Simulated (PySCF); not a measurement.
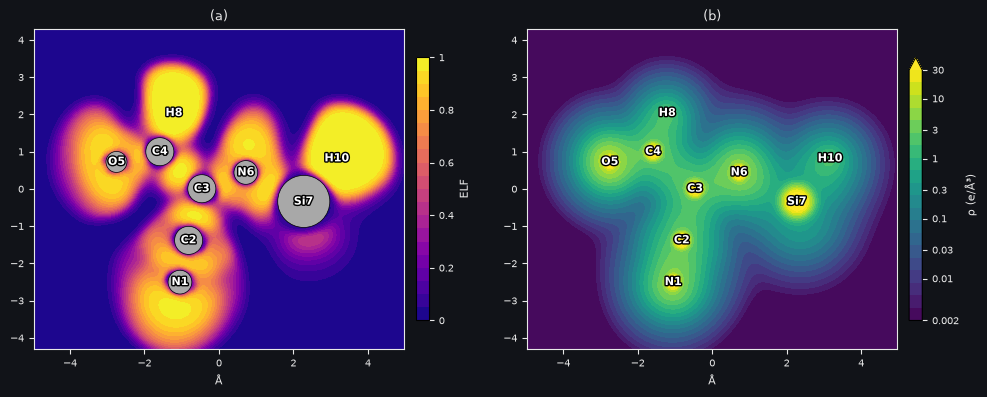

The picture shows: C3H4N2OSi (SMILES N#C/C(C=O)=N\[SiH3]). (a) electron localisation function; (b) electron density on the plane of atoms C3, N6 and Si7. Grey discs cover the atomic cores in the ELF map.

Geometry: GFN2-xTB.

These are results of CAM-B3LYP/def2-SVPD, SCF density, gas phase in PySCF, not measurements.

Input

```
{"job": {"kind": "uv", "xc": "CAM-B3LYP", "basis": "def2-SVPD", "nstates": 8, "ntriplets": 3}, "charge": 0, "multiplicity": 1}
N      0.359021     0.909388    -2.534025
C      0.558117     0.541107    -1.467713
C      0.742057     0.075072    -0.127170
C      2.156463    -0.041481     0.368921
O      3.135671     0.222313    -0.266305
N     -0.194252    -0.240133     0.656071
Si    -1.925405    -0.255400     0.495020
H      2.187808    -0.407640     1.410784
H     -2.297474    -1.164583    -0.586122
H     -2.325317    -0.736035     1.811445
H     -2.391263     1.100062     0.213131
```

Launched as:

```sh
OMP_NUM_THREADS=1 python probes_run.py task.json out
```

Question: What do the fields say about this system?

Answer: The section cuts through N, C, O, Si and H sites.
C–N (1.15 Å): the density is about 3.6 e/Å³ at the midpoint; the ELF peaks at about 0.90 between the atoms; a multiple bond.
C–O (1.20 Å): the density is about 3.4 e/Å³ at the midpoint; the ELF peaks at about 0.90 between the atoms; a multiple bond.
C–C (1.43 Å): ρ at the midpoint is about 1.9 e/Å³; the ELF peaks at about 0.95 between the atoms; a covalent bond.
Si–N (1.74 Å): ρ is about 1.1 e/Å³ halfway; the ELF peaks at about 0.95 between the atoms: a polar covalent bond.
C–H (1.10 Å): the density is about 2 e/Å³ at the midpoint; the ELF climbs to about 1 towards the hydrogen, as it does in any bond to H (a covalent bond by its length).
The ELF also peaks beside N1, O5 and N6, away from the bonds: lone-pair regions.
